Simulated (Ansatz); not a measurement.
Pulling on the Ge1–F2 bond in F2Ge (SMILES [F][Ge][F]) (multiplicity 1 held, fragments rigid). Energies count from the point at 1.758 Å.
Geometry at that point (charge 0, multiplicity 1):
```xyz
3

Ge     0.03526    -0.02086     0.41569
F      0.59947     1.18027    -0.73783
F     -0.72486    -1.10611    -0.74020
```

R- and RO- levels are restricted; in cc, def2 and unpolarised 6-31G sets they are followed outwards from rest. Unrestricted levels (U-) break spin symmetry where that is lower. Curves can end on different states.

Cores are frozen in the correlated methods. Filled d and f shells under p-block atoms count as core.

Run with Ansatz (a program for electronic structure). Values without a source in brackets are computed.

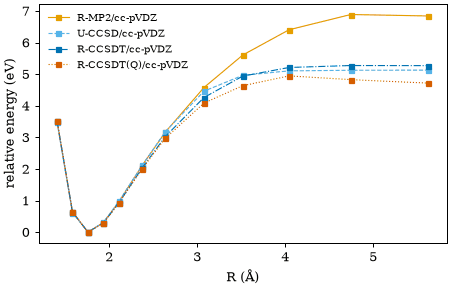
Fig. 1. Relative energy along the coordinate

Doubts at one or more of the structures used: a restricted determinant that unrestricted orbitals would lower (R-MP2/cc-pVDZ, R-CCSDT/cc-pVDZ, R-CCSDT(Q)/cc-pVDZ); a spin-contaminated determinant (U-CCSD/cc-pVDZ); T1 above 0.05 (U-CCSD/cc-pVDZ, R-CCSDT/cc-pVDZ, R-CCSDT(Q)/cc-pVDZ); other coupled-cluster roots lie near (R-CCSDT/cc-pVDZ, R-CCSDT(Q)/cc-pVDZ).
